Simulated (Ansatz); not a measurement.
# Single-point calculation, with input and output: C3H7NSi

The run: single-point calculation of C3H7NSi. Method and program: RKS PBE0-D4/def2-TZVPP (Ansatz 0.2.0).

The geometry comes from this level: PBE0-D4/def2-TZVP.

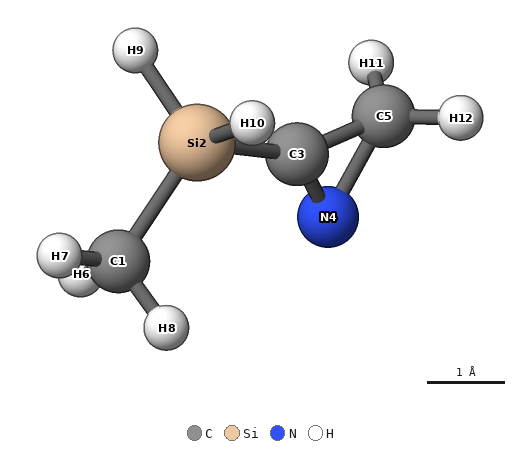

Figure 1. The structure (ball-and-stick view, seen at a tilt; atoms are numbered from 1 in the order of the input). Bond lengths as drawn: C–C 1.46 Å, C–H 1.09 Å, C–N 1.26 to 1.50 Å, C–Si 1.86 Å and H–Si 1.49 Å.

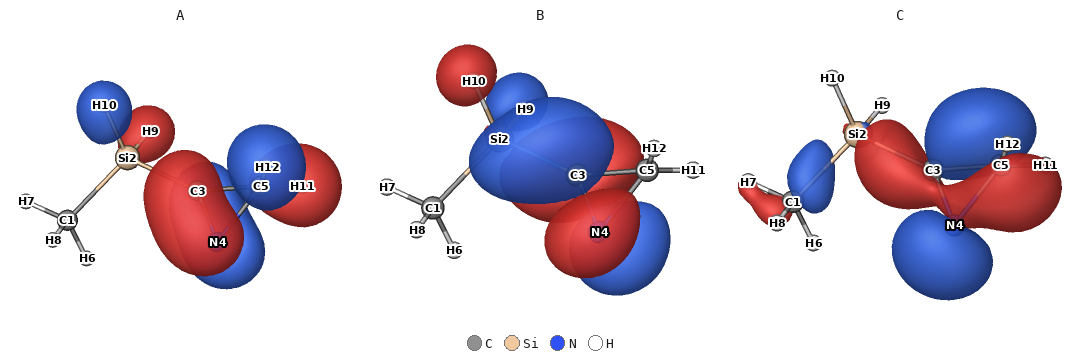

Figure 2. Three frontier orbitals at ±0.1 Å⁻³ᐟ² (blue and red are the two phases). A is the HOMO−1 (−8.36 eV). Its weight (Hirshfeld) is mainly on N4 (35 %), C3 (20 %), C5 (15 %), H11 (10 %) and H12 (10 %). C is the HOMO (−7.48 eV). Its weight (Hirshfeld) is mainly on N4 (35 %), C5 (30 %) and C3 (20 %). B is the LUMO (−0.91 eV). It lies mainly on N4 (35 %), C3 (35 %) and Si2 (15 %); π-antibonding (π*) across N4–C3. The HOMO–LUMO gap is 6.57 eV between the orbital energies.

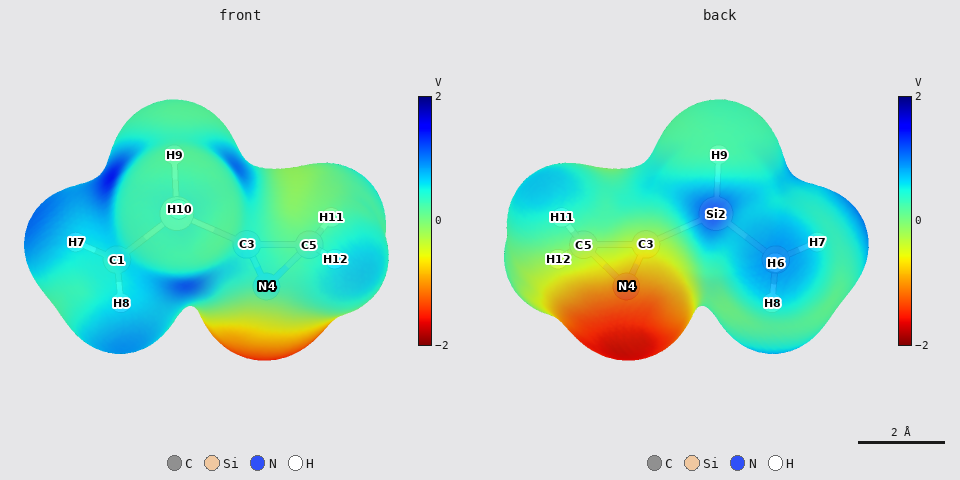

Figure 3. The electrostatic potential painted on the density surface at 0.002 e/bohr³, seen at a tilt and from behind; the colour scale runs from red (negative) to blue (positive).

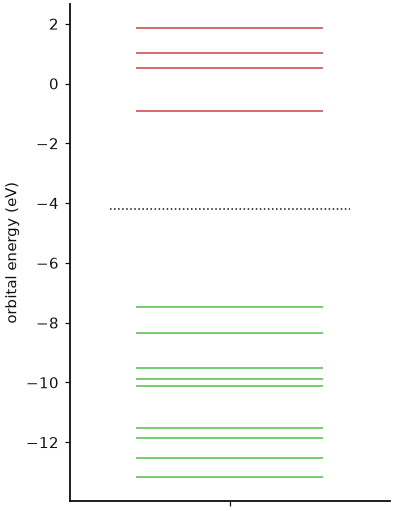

Figure 4. Orbital energies near the frontier; the dotted line parts filled from empty levels, and levels within 0.02 eV of each other stand side by side. Highest filled −7.48 eV, lowest empty −0.91 eV, 6.57 eV apart.

These pictures come from the run below.

### The input
```yaml
crystal:
  periodic: [false, false, false]
  atoms:
    - {symbol: C, position_ang: [-1.550038, 1.005119, 0.950406]}
    - {symbol: Si, position_ang: [0.196717, 0.938388, 0.311920]}
    - {symbol: C, position_ang: [0.529250, -0.721966, -0.465578]}
    - {symbol: N, position_ang: [-0.052079, -1.812903, -0.694340]}
    - {symbol: C, position_ang: [1.374989, -1.696503, -1.151189]}
    - {symbol: H, position_ang: [-2.261346, 0.849730, 0.136672]}
    - {symbol: H, position_ang: [-1.758161, 1.973904, 1.409938]}
    - {symbol: H, position_ang: [-1.714349, 0.226565, 1.698153]}
    - {symbol: H, position_ang: [0.455149, 1.958402, -0.737794]}
    - {symbol: H, position_ang: [1.201695, 1.109733, 1.393498]}
    - {symbol: H, position_ang: [1.540874, -1.619619, -2.221935]}
    - {symbol: H, position_ang: [2.114299, -2.266249, -0.595553]}
basis:
  gaussian: {orbitals: def2-TZVPP}
hamiltonian: {xc: pbe0, dispersion: d4}
output: {orbitals: {seedname: orbitals}}
```

Run as:
```bash
ansatz run in.yaml --threads 4 --pin off --events-out ev --progress --plain --max-ram 10444MiB
```

### The program's output
```
Functional definition: PBE0
  name "PBE0"
  cite "Adamo & Barone, J. Chem. Phys. 110, 6158 (1999) doi:10.1063/1.478522"
  cite "Perdew, Burke & Ernzerhof, Phys. Rev. Lett. 77, 3865 (1996) doi:10.1103/PhysRevLett.77.3865"
  parent pbe
  parameter a = 0.25
  parameter kappa = 0.804
  parameter beta = 0.06672455060314922
  exchange = (1 - a)*pbe_x(kappa = kappa, mu = beta*pi^2/3) + a*exact_x
  correlation = pbe_c(beta = beta)
1399 factors; their error is unknown
mean field evaluation 1: about -12575.2429 eV, gradient 6.3e1 eV
mean field evaluation 2: about -12571.0292 eV, gradient 7.3e1 eV
mean field evaluation 4: about -12583.9319 eV, gradient 5.9e0 eV
mean field evaluation 8: about -12583.9996 eV, gradient 7.2e-2 eV
mean field evaluation 16: about -12584.0142 eV, gradient 6.0e-5 eV
mean field -12584.01420329 eV, -462.4539922198 hartree, gradient 6.0e-5 eV, S^2 0.000000; 0 other end points of the search recorded, 0 dependent functions left out
reference -12584.01423777 eV, -462.4539934867 hartree; 23, 23 occupied and 241, 241 virtual orbitals, 1399 factors
Total energy: -12584.21486837 eV, -462.4613665254 hartree
```

### Results in brief

| quantity | value |
| --- | --- |
| outcome | converged |
| total energy | −12584.2149 eV |
| mean-field energy | −12584.0142 eV |
| dispersion energy | −0.2006 eV |
| SCF solution under orbital rotations | stable |
| HOMO | −7.48 eV |
| LUMO | −0.91 eV |
| hardware | 4 threads of Arm Neoverse V2, 23 GiB of memory available, shared host |
| wall time | 2.7 s (CPU time 10 s) |
| peak memory | 0.61 GiB |
